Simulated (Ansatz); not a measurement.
# From PBE to G0W0: AlN (P6_3mc), part 2 of 2

Wanted: the gap of AlN (P6_3mc) with a many-body correction, and the time that it takes.

Ansatz 0.2.0; PBE, then G0W0 on it, plane waves, PAW. Known limits of the many-body steps: finite bands, screening cutoff and k mesh; no spin-orbit coupling in G0W0.

So far. Step 2 (The PBE band structure): Over mesh and path the gap is 4.214 eV, direct, at k = Γ.

The database entry behind the starting cell differs from later determinations by our own check (inner coordinate u about 0.002 short), so it need not match the best structure at ambient conditions.

In doubt: masses and optical values from hybrid runs of this build are listed as unsure (in some of the runs), which bears on the screening that GW takes from such a start.

### Step 3. The quasiparticle correction

G0W0 replaces the xc potential by a self-energy built once from the orbitals of the start. Levels are corrected in the window of bands that the input names, at points of the mesh.

This step: G0W0 on PBE, plane waves, PAW.

input.yaml reads:

```yaml
crystal:
  lattice:
    - [3.113, 0.0, 0.0]
    - [-1.5565, 2.695937082, 0.0]
    - [0.0, 0.0, 4.981]
  atoms:
    - { symbol: Al, position: [0.3333333333, 0.6666666667, 0.0] }
    - { symbol: Al, position: [0.6666666667, 0.3333333333, 0.5] }
    - { symbol: "N", position: [0.3333333333, 0.6666666667, 0.38] }
    - { symbol: "N", position: [0.6666666667, 0.3333333333, 0.88] }
kpoints:
  mp_grid: { grid: [6, 6, 4] }
hamiltonian:
  xc: pbe
  pseudopotentials: { kind: paw, azcp: { folder: "./paw" } }
scf:
  occupations: { method: fixed }
gw:
  n_empty_bands: 268
  ecut_chi: 200.0
  qp_bands: [v2, c2]
  qp_kpoints: band_edges
  screening: { model: contour_deformation }
```

Command:

```sh
> ansatz run input.yaml --threads 3 --pin off --max-ram 92160MiB --backend cuda --events-out ev --progress --plain --runs-dir out --devices 1 --max-vram 13GiB
```

Numbers of over 12 decimals in the logs are rounded to 6 here.

Output:

```text
GPUs: using 1 of 1 available (devices: 1).
[...]
GPU FFT provider: cuFFT
GPU libraries: cuBLAS 13.8.2, cuFFT 12.4.0, cuSOLVER 12.3.4
Crystal: 4 atoms, lattice volume = 41.803 Å³
Basis set: ecut = 420 eV, 809 PW (Γ)
Bands: 12, of which v1, the nominal top of the filled ones, is band 8 counted from 1 (7 counted from 0)
Symmetry: 12 space group operations
[...]
k-points: 21 of 144 (time reversal used)
[...]
GPU buffer pool allocated for 20736 grid points (all kernels)
[...]
SCF iter   1: F=—  HF=-1851.407366 eV  |F-HF|=—  |Δ(HF+E_count)|=         —  Δρ=1.39e-1  dr2=9.84e0  ethr=3.10e-3  ⟨swp⟩=4.8  Hψ=1366  notcnv=0  defer=10
[...]
SCF iter   7: F=-1848.508205 eV  HF=-1848.508205 eV  |F-HF|=1.96e-9  |Δ(HF+E_count)|=   7.05e-8  Δρ=2.65e-6  dr2=1.58e-9  ethr=6.25e-10  ⟨swp⟩=4.1  Hψ=1133  notcnv=0
SCF 1 converged in 7 iterations: F = -1848.508205 eV  dr2 = 1.58e-9
[...]
NSCF: frozen V_eff on 21 k-points, pencils in batches of 32, up to order 48
the band table was solved once the SCF had ended and its energy, with any forces and stress, was formed, with the checks that follow a solve (1550 applications of the Hamiltonian). They found nothing against the state; the energy, forces and stress were not computed again (output.eigenvalues in the input reference)
[...]
NSCF: frozen V_eff on 21 k-points
G₀W₀ screening: q 1/21
[... further progress lines ...]
SCF converged after 7 iterations
Free energy (F): -1848.508205 eV
[...]
Internal energy: -1848.508205 eV  (E = F + TS)
E sigma→0 (E₀):  -1848.508205 eV
Fermi energy:    7.112566 eV
[...]
--- Band table (eV; the first three rows and the last of 21) ---
  k-point 0: bands = [... 4 lower, 6.2847, 6.9331, 6.9331, 7.1126, 11.3260, 13.7812, 17.7273, 18.2821]
  k-point 1: bands = [... 4 lower, 6.3749, 6.3749, 6.8333, 6.8333, 12.2816, 13.8987, 17.3977, 18.2493]
  k-point 2: bands = [... 4 lower, 6.5992, 6.5992, 6.5992, 6.5992, 13.5800, 13.5800, 17.4644, 17.4644]
  k-point 20: bands = [... 4 lower, 3.2960, 3.2960, 6.3358, 6.3358, 14.5445, 14.5445, 14.9799, 14.9799]
--- G₀W₀: contour deformation, 6 samples at zero and on the imaginary axis and 2 off it, 144 q-points, 268 empty bands' worth ---
  eigenvalues of the whole cell's RPA ε∞ on this k-mesh (on a slab, of 1 + 4πα/V) = 4.2125, 4.2125, 4.3628; static W/v taken at q = 0 is 0.234996
  bands read: the sum over 276 bands ends inside a degenerate multiplet in 2 slots, whose members it reads at an even weight; the widest, k=1: bands 276 to 277 (counted from 1) at 1/2 each
  gw.qp_kpoints: band_edges: 15 of 21 stored k-points solved, in 1 pass; an edge of the gap read off the rows below is read off those points alone
    valence top: of the k-points left out ik 13 came nearest to being solved in a further pass, in band 8 (counted from 1, as in the quasiparticle table): it holds the edge there only if its correction is more favourable than any solved in that band by at least 0.533 eV; those differ by 0.207 eV
    conduction bottom: of the k-points left out ik 16 came nearest to being solved in a further pass, in band 9 (counted from 1, as in the quasiparticle table): it holds the edge there only if its correction is more favourable than any solved in that band by at least 1.408 eV; those differ by 0.349 eV
    ik  band        ε_KS         Σx   Σc(E_QP)       V_xc       Z   E_QP_lin       E_QP  E_QP is
     0     7      6.9331   -21.7172     2.9504   -17.6723  0.7804     5.8274     5.8386  root
     0     8      7.1126   -21.7778     2.8978   -17.8132  0.7803     6.0353     6.0458  root
     0     9     11.3260    -9.8000    -4.0239   -14.4586  0.8156    11.9633    11.9607  root
     0    10     13.7812    -7.9362    -4.5061   -13.2051  0.8226    14.5484    14.5440  root
     1     7      6.8333   -21.7205     2.9851   -17.6285  0.7799     5.7148     5.7264  root
     1     8      6.8333   -21.7205     2.9851   -17.6285  0.7799     5.7148     5.7264  root
     1     9     12.2816   -10.1396    -4.1188   -14.9413  0.8092    12.9677    12.9645  root
     1    10     13.8987    -8.2310    -4.5469   -13.5497  0.8182    14.6752    14.6705  root
     2     7      6.5992   -21.7176     3.0584   -17.5255  0.7788     5.4529     5.4655  root
     2     8      6.5992   -21.7176     3.0584   -17.5255  0.7788     5.4529     5.4655  root
     2     9     13.5800    -9.3681    -4.4969   -14.6350  0.8070    14.3548    14.3500  root
     2    10     13.5800    -9.3681    -4.4969   -14.6350  0.8070    14.3548    14.3500  root
     3     7      6.8546   -21.7931     2.9830   -17.7069  0.7799     5.7399     5.7515  root
     3     8      6.9424   -21.7515     2.9490   -17.7166  0.7796     5.8454     5.8565  root
     3     9     12.6096   -10.1142    -4.1878   -15.0060  0.8074    13.3172    13.3137  root
     3    10     14.8408    -7.8874    -4.6838   -13.3810  0.8160    15.6562    15.6506  root
     4     7      6.5865   -21.5298     3.0257   -17.3739  0.7789     5.4438     5.4564  root
     4     8      6.6967   -21.7215     3.0222   -17.5773  0.7794     5.5626     5.5748  root
     4     9     13.0445    -9.6099    -4.3081   -14.6306  0.8068    13.7609    13.7571  root
     4    10     14.8689    -8.2348    -4.7586   -13.7986  0.8079    15.6800    15.6740  root
     6     7      6.2504   -21.2754     3.0704   -17.0524  0.7779     5.0841     5.0978  root
     6     8      6.5971   -21.7673     3.0545   -17.5800  0.7789     5.4517     5.4643  root
     6     9     13.3685    -7.1733    -4.3971   -12.2017  0.8192    14.0030    13.9999  root
     6    10     13.8267    -6.1736    -4.4885   -11.2567  0.8185    14.4242    14.4213  root
     7     7      6.3308   -21.4988     3.0942   -17.2511  0.7776     5.1637     5.1773  root
     7     8      6.3721   -21.6334     3.1022   -17.3731  0.7782     5.2005     5.2141  root
     7     9     12.7780    -6.8251    -4.2979   -11.7009  0.8234    13.3583    13.3558  root
     7    10     13.7472    -6.6378    -4.4737   -11.7298  0.8186    14.3687    14.3656  root
     8     7      5.8877   -21.4197     3.2185   -16.9914  0.7762     4.6623     4.6780  root
     8     8      5.8877   -21.4197     3.2185   -16.9914  0.7762     4.6623     4.6780  root
     8     9     13.0495    -6.9351    -4.3306   -11.8561  0.8210    13.6426    13.6400  root
     8    10     13.0495    -6.9351    -4.3306   -11.8561  0.8210    13.6426    13.6400  root
     9     7      5.3521   -20.3059     3.1471   -15.9411  0.7760     4.1174     4.1345  root
     9     8      6.4578   -21.7401     3.0900   -17.5020  0.7783     5.2965     5.3097  root
     9     9     12.9296    -6.7043    -4.2408   -11.4956  0.8196    13.4824    13.4801  root
     9    10     12.9459    -6.1323    -4.3020   -11.0021  0.8292    13.5160    13.5136  root
    10     7      5.9291   -21.1559     3.1451   -16.8228  0.7767     4.7260     4.7411  root
    10     8      6.2101   -21.5906     3.1412   -17.2740  0.7775     5.0206     5.0347  root
    10     9     12.1984    -6.4416    -4.1632   -11.1246  0.8277    12.7201    12.7182  root
    10    10     13.0308    -6.4505    -4.3180   -11.3434  0.8252    13.6083    13.6058  root
[...]
17     7      6.1381   -21.5346     3.1377   -17.2255  0.7770     4.9524     4.9667  root
    17     8      6.1381   -21.5346     3.1377   -17.2255  0.7770     4.9524     4.9667  root
    17     9     13.3774    -7.0144    -4.3804   -12.0072  0.8179    13.9927    13.9898  root
    17    10     13.3774    -7.0144    -4.3804   -12.0072  0.8179    13.9927    13.9898  root
    18     7      4.7478   -20.7530     3.4555   -16.0235  0.7689     3.4526     3.4739  root
    18     8      4.7478   -20.7530     3.4555   -16.0235  0.7689     3.4526     3.4739  root
    18     9     12.1787    -4.8696    -4.1917    -9.4826  0.8334    12.6013    12.6000  root
    18    10     15.4790    -7.6643    -4.9691   -13.4152  0.7922    16.2675    16.2607  root
    20     7      6.3358   -21.7364     3.1127   -17.4712  0.7773     5.1698     5.1833  root
    20     8      6.3358   -21.7364     3.1127   -17.4712  0.7773     5.1698     5.1833  root
    20     9     14.5445    -6.8458    -4.6958   -12.2056  0.8046    15.2128    15.2085  root
    20    10     14.5445    -6.8458    -4.6958   -12.2056  0.8046    15.2128    15.2085  root
```

Wall time 18 s (1 × NVIDIA H100 80GB HBM3 (shared by 6 runs) with 3 threads of AMD EPYC 7R13 (Zen 3), shared host); peak memory 1.4 GiB; 15 s of CPU time.

Numbers from this step:

- bands summed: 276
- RPA ε∞ on this mesh (eigenvalues): 4.212, 4.212, 4.363
- plane waves in the screening matrix: 287
- q-points in the mesh: 144
- G0W0 gap over the corrected points: 5.915 eV
- k of the valence top: 0, 0, 0
- k of the conduction bottom: 0, 0, 0
- starting gap on the mesh: 4.213 eV
- Z at the valence top: 0.7803
- Z at the conduction bottom: 0.8156
- least direct G0W0 gap over the corrected points: 5.915 eV

Over 15 of 21 irreducible mesh points the G0W0 gap is 5.915 eV, direct, at k = Γ. The PBE gap of this run on the mesh is 4.213 eV. The two states that bound the G0W0 gap lie that far apart at the start, so the correction of the gap is 5.915 − 4.213 = +1.702 eV. The start of this run differs from the step before in mesh (12×12×6 and 6×6×4).

Labels follow the order of the start: v1 is the top filled band, c1 the lowest empty one; levels that stay degenerate share a row, the window can cut a multiplet, doubted levels are not marked in this list, bands outside the window were not corrected, and the list may be a part of the corrected levels. Levels before and after the correction, in eV, zero at the valence-band top of each column:

```
           conduction bottom  valence top
Kohn-Sham               4.21         0.00
     G0W0               5.91         0.00
```

```
           level  occupation  energy (eV)
Kohn-Sham   Γ v2           2       -0.179
Kohn-Sham   Γ v1           2        0.000
Kohn-Sham   Γ c1           0        4.213
Kohn-Sham   Γ c2           0        6.669
     G0W0   Γ v2           2       -0.207
     G0W0   Γ v1           2        0.000
     G0W0   Γ c1           0        5.915
     G0W0   Γ c2           0        8.498
```

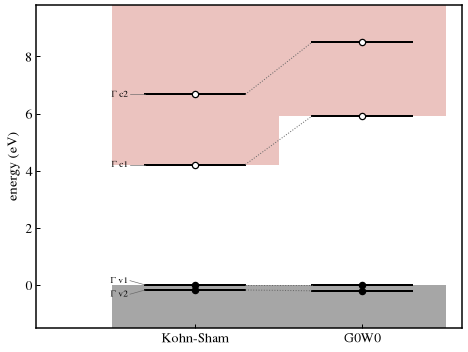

Levels before and after the correction. Shaded: valence and conduction bands. Filled marks are occupied levels, open marks empty ones.

The parts of the quasiparticle energy for the two states that bound the G0W0 gap, in eV on the run's own scale (QP = start + Σx + Σc − Vxc, with Σc at the quasiparticle energy):

```
             edge  k  band   start       Σx      Σc      Vxc      Z      QP
      valence top  Γ     8   7.113  −21.778   2.898  −17.813  0.780   6.046
conduction bottom  Γ     9  11.326   −9.800  −4.024  −14.459  0.816  11.961
```

### Step 4. The runs together

Each gap is the least one over the points named; times are wall times on shared hosts, not benchmarks. A G0W0 time includes the run's own self-consistent start. Rows marked * are further runs, not shown as steps, whose inputs differ from the G0W0 step on the same start in the columns given; solver thresholds can differ too.

```
    level     mesh       files, cutoff    bands summed, screening                            points  gap (eV)  valence top  conduction bottom  least direct gap (eV)   time
      PBE  12×12×6  soft_1 PAW, 420 eV                          -                     mesh and path     4.214            Γ                  Γ                  4.214  5.8 s
G0W0@PBE*    6×6×4  soft_1 PAW, 420 eV                  52, 60 eV  15 of 21 irreducible mesh points     5.484            Γ                  Γ                  5.484   17 s
G0W0@PBE*    6×6×4  soft_1 PAW, 420 eV                132, 120 eV  15 of 21 irreducible mesh points     5.806            Γ                  Γ                  5.806   20 s
 G0W0@PBE    6×6×4  soft_1 PAW, 420 eV                276, 200 eV  15 of 21 irreducible mesh points     5.915            Γ                  Γ                  5.915   18 s
G0W0@PBE*    6×6×2  soft_1 PAW, 420 eV                132, 120 eV  12 of 14 irreducible mesh points     5.822            Γ                  Γ                  5.822   23 s
G0W0@PBE*    6×6×4  soft_1 PAW, 420 eV  132, 120 eV, plasmon pole  15 of 21 irreducible mesh points     5.758            Γ                  Γ                  5.758   23 s
```

### Step 5. Summary of results

```json
{
 "PBE gap over mesh and path": "4.214 eV, direct, at k = Γ",
 "G0W0@PBE gap over 15 of 21 irreducible mesh points": "5.915 eV, direct, at k = Γ",
 "estimated limit in bands and cutoff, on this mesh": "6.015 eV",
 "GW settings": "6×6×4 mesh, 268 empty bands, screening to 200 eV",
 "known limits": "finite bands, screening cutoff and k mesh; no spin-orbit coupling in G0W0"
}
```

In words: Over 15 of 21 irreducible mesh points the G0W0 gap is 5.915 eV, direct, at k = Γ. The PBE gap of this run on the mesh is 4.213 eV. The two states that bound the G0W0 gap lie that far apart at the start, so the correction of the gap is 5.915 − 4.213 = +1.702 eV. The valence state moves by 6.046 − 7.113 = −1.067 eV and the conduction state by 11.961 − 11.326 = +0.635 eV, on the run's own scale; with 52 bands the edge states move by −0.300 and +0.971 eV, so the split between the edges depends on the bands and cutoff. Both edges that PBE shows over mesh and path lie at k points where levels were corrected. Levels at other points were not corrected, so a lower G0W0 gap elsewhere in the zone is not ruled out. From 52 bands and 60 eV to 276 bands and 200 eV the gap moves by 5.915 − 5.484 = +0.431 eV (rung by rung 5.484, 5.806, 5.915 eV); bands and screening cutoff rise together, so their parts are not told apart. A line in one over the bands through the two highest rungs gives 5.915 + (5.915 − 5.806) × 132 / (276 − 132) = 6.015 eV, and through the pair below 5.806 + (5.806 − 5.484) × 52 / (132 − 52) = 6.015 eV. The two agree within 0.03 eV and the same two states bound the gap in each rung, so 6.015 eV is taken as an estimate of the limit on this mesh. With the 6×6×2 mesh in place of the 6×6×4 mesh and all else as in the G0W0@PBE row with 132 bands, the gap differs by 5.822 − 5.806 = +0.016 eV, and that of the start by 4.214 − 4.213 = +0.001 eV. With the plasmon pole model in place of the contour deformation model and all else as in the G0W0@PBE row with 132 bands, the gap differs by 5.758 − 5.806 = −0.048 eV. G0W0 on other starts in this series, not shown as steps and not all at these settings: 6.444 eV on HSE06 (6×6×4, soft_1 PAW, 132 bands, 120 eV) and 5.816 eV on LDA (6×6×4, soft_1 PAW, 132 bands, 120 eV). The G0W0 runs are scalar-relativistic. G0W0@PBE runs of this series with other atomic data on the same mesh, not shown as steps, give 5.761 eV (hard PAW, 900 eV, 140 bands, screening to 120 eV; the table's row with the same empty bands and screening cutoff has 5.806 eV); where bands and cutoffs differ too, the part of the files is not isolated.

[Paths, hosts, dates, memory and timing lines, banners, echoed tables and standing remarks are left out of the program output.]

[Logs are printed without paths, hosts, clocks, repeated set-up lines and the standing remarks that a program may print on its own settings, such as how far it seeks lower states.]

[Runs of the session that timed out or met a known fault of the program may be left out.]

[Cells called generated may have been cut or substituted from an entry of the Crystallography Open Database or the Materials Project.]

[Hosts, paths, dates, database ids (printed as entryN), source tags and the programs' standing remarks are cut or masked in the printed files.]

[Where an RPA ε∞ is given, it is that of the G0W0 mesh and is not shown converged in it. Names of k-points follow the symmetry that the program found, which can be lower than the space group named. Band edges on a path are those of the sampled points; other points can move an edge, and change direct to indirect where valleys lie close.]

[Hybrid gaps are those of their k-mesh and are not shown converged in it.]
